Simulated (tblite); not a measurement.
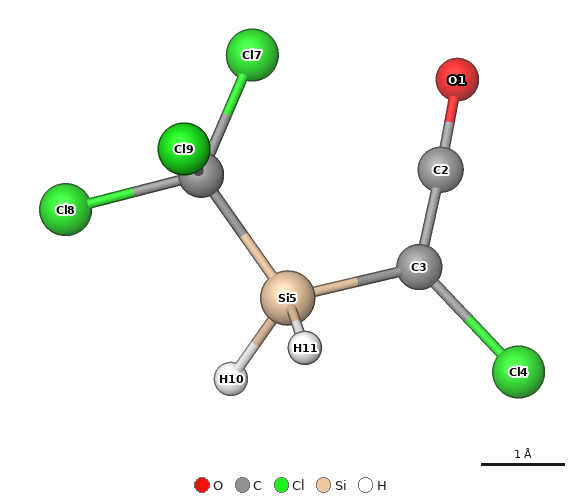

This is the input geometry for a relaxation of C3H2Cl4OSi. The picture is a ball-and-stick view, seen at a tilt.

Theory: GFN2-xTB geometry optimisation, gas phase in tblite 0.8.0.

```xyz
11

O    -1.7936    2.4009   -0.4798
C    -1.6798    1.1797   -0.3913
C    -1.5271   -0.1383   -0.2683
Cl   -2.8777   -1.2242   -0.5599
Si    0.0750   -0.9070    0.1912
C     1.4784    0.2930    0.1591
Cl    0.9886    1.9771   -0.0895
Cl    2.3767    0.0869    1.7073
Cl    2.6350   -0.1843   -1.1124
H    -0.0944   -1.4595    1.5494
H     0.4244   -2.0216   -0.7317
```

**What does the optimiser find from here?**

The largest moves after the best rigid fit, 1.29 Å, are those of Cl7 and Cl9. By element the largest moves are Cl 1.29 Å, O 0.87 Å, C 0.51 Å, H 0.38 Å, Si 0.24 Å. Among the contacts that change: Si5–C6 1.847 → 1.937 Å, O1–C2 1.230 → 1.156 Å, C3–Si5 1.835 → 1.877 Å, C2–C3 1.333 → 1.300 Å. Among the angles between lasting bonds that change: C3–Si5–C6 112.8° → 105.4°, H10–Si5–H11 108.5° → 115.0°, C3–Si5–H10 106.7° → 111.6°. Groups turn about Si5–C6 by about 50°. After 83 geometry steps the energy has fallen by 14.2 kcal/mol. The run took 0.81 s on 1 thread of Arm Neoverse V2, on a shared host.

The structure at the end:

```xyz
11

O    -1.4838    2.1534   -1.2575
C    -1.5101    1.0684   -0.8596
C    -1.4691   -0.1455   -0.3963
Cl   -2.9081   -1.1423   -0.4837
Si    0.0073   -0.9843    0.4027
C     1.4480    0.3063    0.3040
Cl    1.0144    1.7864    1.1819
Cl    2.9119   -0.3783    1.0241
Cl    1.7841    0.7246   -1.3878
H    -0.2228   -1.2426    1.8209
H     0.4337   -2.1434   -0.3747
```

The end point in the same view:

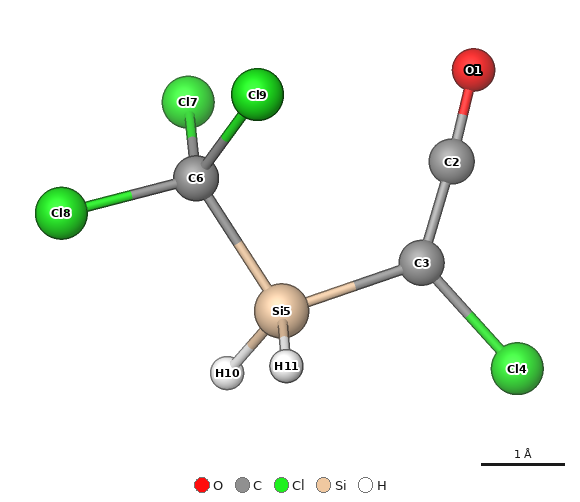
